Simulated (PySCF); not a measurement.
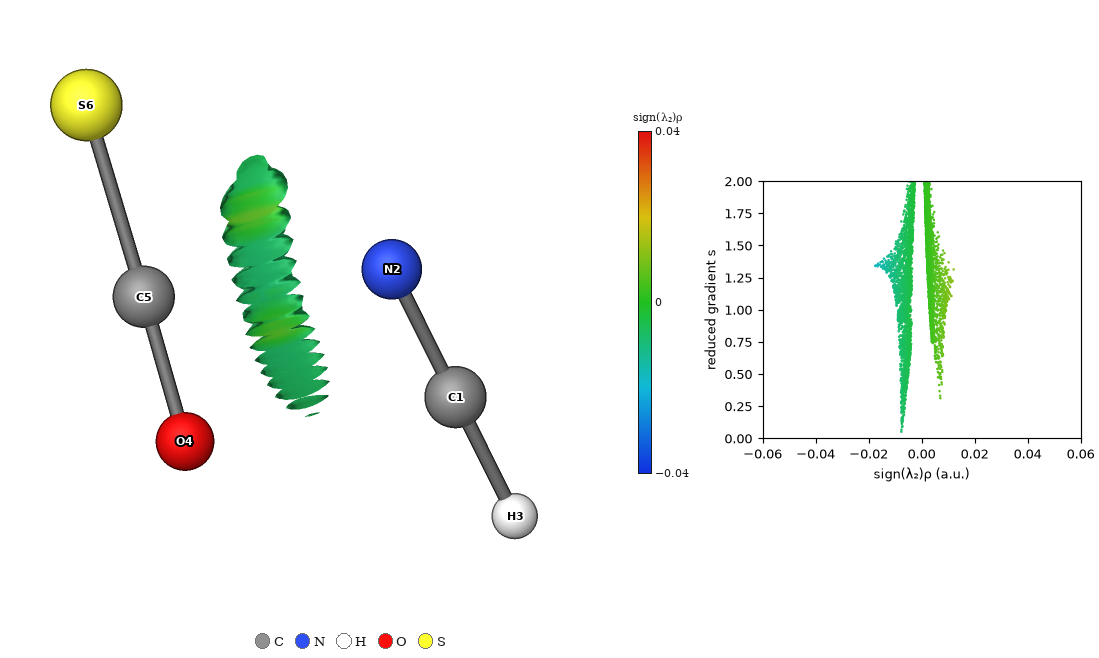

Figure. C₂HNOS, SMILES `C#N.O=C=S`. Non-covalent interaction surfaces between the fragments (reduced density gradient s = 0.4, coloured by sign(λ₂)ρ in a.u.; trimmed to the region between the fragments where ρ is under 0.06 a.u.). Fragment A: HCN (atoms 1–3); fragment B: CSO. The plot gives s against sign(λ₂)ρ for grid points between the fragments.

Level of theory: B3LYP/def2-SVPD (PySCF), at a geometry from GFN2-xTB. GFN2-xTB bond lengths at metals and heavier atoms can be off by up to 0.1 Å and shapes distorted, which carries into these values.

Coordinates in Å:

```
C1      -2.7474   -0.1759   -0.0143
N2      -1.8273   -0.8443    0.0221
H3      -3.6025    0.4464   -0.0479
O4       0.1276    1.5740    0.0063
C5       0.7895    0.6268    0.0018
S6       1.6950   -0.6146   -0.0052
```

Question: Which interactions hold the two fragments together?

Answer: Bond critical points between the fragments: N2···C5, 3.00 Å, ρ = 0.008 a.u., a bond path close to vanishing (ellipticity 3.6). It is weak and appears green (van der Waals range). The pose is a local one from a semi-empirical search, not shown to be the most stable.

Question: How strongly are they bound?

Answer: The counterpoise-corrected interaction energy of the frozen fragments is +0.6 kcal/mol without dispersion correction and −1.1 kcal/mol with D3(BJ). The pair geometry is semi-empirical, not a minimum at this level.
